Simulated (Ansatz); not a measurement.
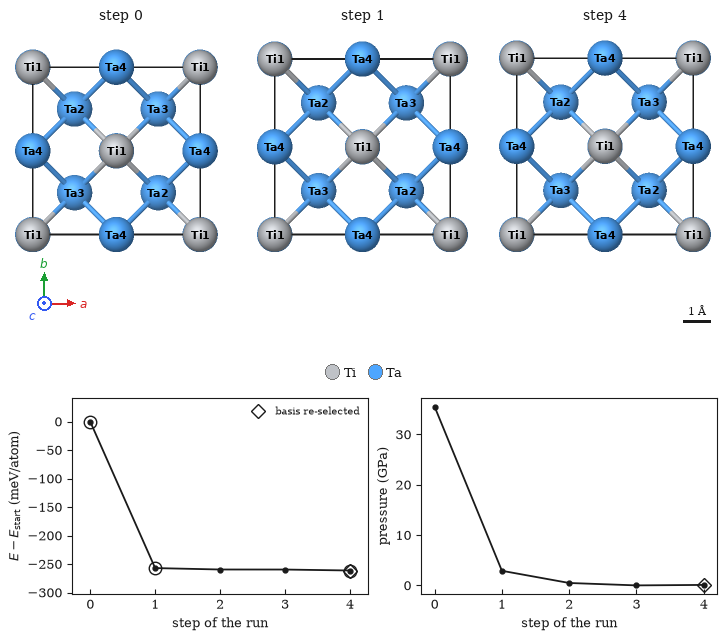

Frames of a relaxation of a crystal of Ta3Ti (a generated structure, set up in Fm-3m) (coarse preliminary run), marked on the history of the run. Style: ball-and-stick. Shown: the conventional cell (4 times the calculation's cell), along the c axis. Lengths and directions refer to the drawn axes.

All numbers below come from DFT PBE, scalar-relativistic, plane waves, PAW (Ansatz 0.2.0).

The input:
```yaml
crystal:
  lattice:
    - [0.0, 3.12973737, 3.12973737]
    - [3.12973737, 0.0, 3.12973737]
    - [3.12973737, 3.12973737, 0.0]
  atoms:
    - { symbol: Ti, position: [0.0, 0.0, 0.0] }
    - { symbol: Ta, position: [0.25, 0.25, 0.25] }
    - { symbol: Ta, position: [0.75, 0.75, 0.75] }
    - { symbol: Ta, position: [0.5, 0.5, 0.5] }
basis:
  ecutwfc: 420
kpoints:
  mp_grid: { grid: [6, 6, 6] }
hamiltonian:
  xc: pbe
scf:
  occupations: { method: gaussian, width: 0.1 }
  lower_state_search: "off"
output:
  forces: true
  stress: true
  eigenvalues: true
relax:
  adjacent_minimum: "off"
  f_tol: 0.04
  max_steps: 70
  cell: { stress_tol: 0.4 }
```

Launched with:
```bash
ansatz run input.yaml --threads 1 --pin off --max-ram 2560MiB --backend cpu --events-out ev --progress --plain --runs-dir out
```

Question: What happens along the run?

Answer: The energy falls by 261 meV per atom in 3 accepted moves (4 points after the start). All forces vanish by symmetry, so only the cell relaxes. The pressure goes from 35.52 to 0.10 GPa. At 1 point the geometry stayed and the basis and grid were re-selected for the new cell (energy shift of 1.7 meV per atom at most each time). The atoms keep their places relative to the cell (all moves are under 0.005 Å). The drawn cell changes as follows: a = b = c 6.259 → 6.601 Å (+5.5 %); the volume changes by +17.3 %. Near-neighbour distances that change, for instance: Ti1–Ta4 3.130 → 3.300 Å, Ta2–Ta3 3.130 → 3.300 Å, Ti1–Ta2 2.710 → 2.858 Å, Ta2–Ta4 2.710 → 2.858 Å. The space group stays Fm-3m (No. 225). The run took 12 s on 1 thread of Arm Neoverse V1, on a shared host, peak memory 0.36 GiB. From step 0 to 1: volume +15.3 %, energy −257 meV per atom. From step 1 to 4: volume +1.7 %, energy −4.2 meV per atom.

```csv
step,"E − E(0), meV/atom","pressure, GPa","volume, Å³/atom",note
0,0.00,35.52,15.328,
1,-257.02,2.91,17.681,
2,-259.52,0.49,17.926,
3,-259.58,0.01,17.977,
4,-261.27,0.10,17.977,"same geometry, new basis"
```
